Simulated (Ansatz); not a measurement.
# CH3NOSi: the cost of one run

Program: Ansatz 0.2.0, driven from Python. The levels of theory stand in the script. These are calculated values, not measurements.

## Step 1: The system

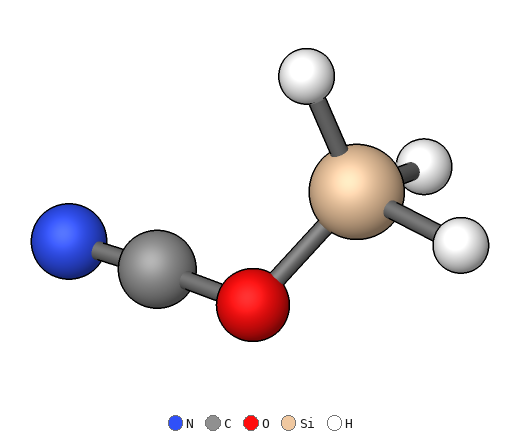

The structure that the script starts from, seen from a chosen angle (nitrogen blue, carbon grey, oxygen red, silicon light orange, hydrogen white).

No structure file is read: the coordinates are typed or built in the script.

## Step 2: The script

Contents of methods_ch3nosi.py:

```python
from pathlib import Path

import ansatz as az
from ase import Atoms
import numpy as np

atoms = Atoms(['N', 'C', 'O', 'Si', 'H', 'H', 'H'], positions=[
    (1.987, -1.0443, 1.498),
    (1.0229, -1.0249, 0.7688),
    (-0.0467, -1.0633, -0.0624),
    (-0.5338, 0.4345, -0.4618),
    (-1.7624, 0.2483, -1.3898),
    (-1.066, 1.1615, 0.7533),
    (0.4601, 1.2203, -1.1518),
])
system = az.Crystal.molecule_from_ase(atoms)

job = system.calculation().basis(gaussian='cc-pVDZ')

print('functional    E (Ha)        dipole (D)   HOMO (eV)  LUMO (eV)')
for name in ['cam_b3lyp', 'b3lyp', 'lda', 'pbe0', 'lc_wpbe']:
    data = job.functional(name).forces().orbitals().run(threads=1, backend='cpu', runs_dir='runs').report
    lines = Path(data['orbitals_path']).read_text().splitlines()
    field_of = lambda key: [line.split('=')[1].strip() for line in lines if line.startswith(key)]
    orbitals = [(27.211386 * float(e), s, float(n)) for e, s, n in zip(field_of('Ene='), field_of('Spin='), field_of('Occup='))]
    homo = max(e for e, _, n in orbitals if n > 0.5)
    lumo = min(e for e, _, n in orbitals if n < 0.5)
    dipole = 4.803205 * np.linalg.norm(data['charge_distribution']['dipole_moment_e_ang'])
    print(f'{name:10s} {data["free_energy_ev"] / 27.211386246:14.6f} {dipole:9.3f} {homo:11.3f} {lumo:10.3f}')
```

## Step 3: Launch

On the command line:

```console
$ python methods_ch3nosi.py
```

What time and memory should one allow on 1 thread of Arm Neoverse V2, shared host?

About 9.7 s, with a peak of 0.21 GiB.
